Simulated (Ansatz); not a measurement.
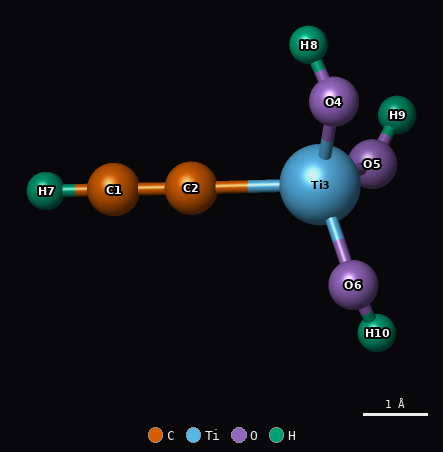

Starting structure of C2H4O3Ti. A ball-and-stick model, seen face on.

The start comes from PBE-D4/def2-SVP.

The calculation used RKS PBE0-D4/def2-TZVP (Ansatz).

Input file:
```yaml
crystal:
  periodic: [false, false, false]
  atoms:
    - {symbol: C, position_ang: [1.351700, -1.758359, -1.482112]}
    - {symbol: C, position_ang: [0.784632, -0.912154, -0.777696]}
    - {symbol: Ti, position_ang: [-0.169967, 0.477006, 0.395787]}
    - {symbol: O, position_ang: [-0.397714, -0.301331, 1.991810]}
    - {symbol: O, position_ang: [-1.696937, 0.869637, -0.443839]}
    - {symbol: O, position_ang: [0.865642, 1.931459, 0.580293]}
    - {symbol: H, position_ang: [1.852399, -2.495789, -2.098417]}
    - {symbol: H, position_ang: [-0.700271, -1.208109, 2.177245]}
    - {symbol: H, position_ang: [-2.632064, 0.618377, -0.360419]}
    - {symbol: H, position_ang: [0.825579, 2.727964, 0.020348]}
basis:
  gaussian: {orbitals: def2-TZVP}
hamiltonian: {xc: pbe0, dispersion: d4}
relax: {f_tol: 0.005, max_steps: 150}
```

Run as
```bash
ansatz run in.yaml --threads 4 --pin off --events-out ev --progress --plain --max-ram 11315MiB
```

### Predict the outcome.

H8 moves most after the best rigid fit: 0.14 Å. Largest moves by element: H 0.14 Å, O 0.05 Å, C 0.03 Å, Ti 0.02 Å. Near-neighbour distances that change, for instance: C1–C2 1.238 → 1.214 Å, C1–H7 1.084 → 1.067 Å, O4–H8 0.974 → 0.958 Å, Ti3–O4 1.790 → 1.783 Å. Bond angles that change, for instance: Ti3–O4–H8 127.9° → 134.7°, Ti3–O5–H9 136.5° → 143.1°, Ti3–O6–H10 125.4° → 130.0°. Over 9 geometry steps the energy falls by 5.57 kJ/mol. Largest force component: 1.5 eV/Å at the start, 0.0024 eV/Å at the end. The run took 51 s on 4 threads of Arm Neoverse V2 (shared host).

Final geometry:

```xyz
10

C     1.3391   -1.7344   -1.5005
C     0.7810   -0.9177   -0.7966
Ti   -0.1659    0.4534    0.3945
O    -0.3656   -0.3176    1.9892
O    -1.6978    0.8284   -0.4234
O     0.8616    1.9075    0.5562
H     1.8336   -2.4496   -2.1184
H    -0.7319   -1.1478    2.2955
H    -2.6257    0.6002   -0.4507
H     0.8546    2.7263    0.0571
```

After the run, drawn alike:

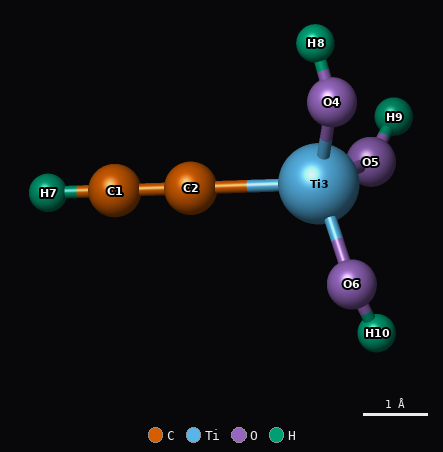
